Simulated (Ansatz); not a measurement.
CdF (space group R-3m, No. 166): the input geometry of an electronic-structure calculation (not necessarily at equilibrium); the starting structure was generated, so it need not be a known form of this composition.

```cif
data_structure
_symmetry_space_group_name_H-M 'R-3m:H'
_symmetry_Int_Tables_number 166
_cell_length_a 3.1986
_cell_length_b 3.1986
_cell_length_c 11.0830
_cell_angle_alpha 90.000
_cell_angle_beta 90.000
_cell_angle_gamma 120.000
_cell_volume 98.20
loop_
_atom_site_label
_atom_site_type_symbol
_atom_site_symmetry_multiplicity
_atom_site_Wyckoff_symbol
_atom_site_fract_x
_atom_site_fract_y
_atom_site_fract_z
_atom_site_occupancy
Cd1 Cd 3 b 0.33333 0.66667 0.16667 1
F1 F 3 a 0.00000 0.00000 0.00000 1
```

Describe the stacking along c, with columns A (0, 0), B (1/3, 2/3), C (2/3, 1/3) of the hexagonal mesh.

F(A) – Cd(B) – F(C) – Cd(A) – F(B) – Cd(C) (six layers in 11.08 Å).

F layers alone: ACB, the cubic type.

Cd: three octahedral sites in each hexagonal cell.

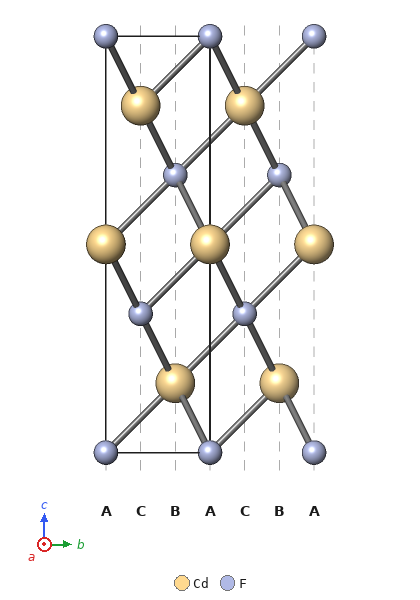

The picture looks along a close-packed row of the hexagonal mesh; c points upwards. The dashed lines mark the three columns A (0, 0), B (1/3, 2/3) and C (2/3, 1/3). The sequence starts with the first layer at or above the cell's origin.
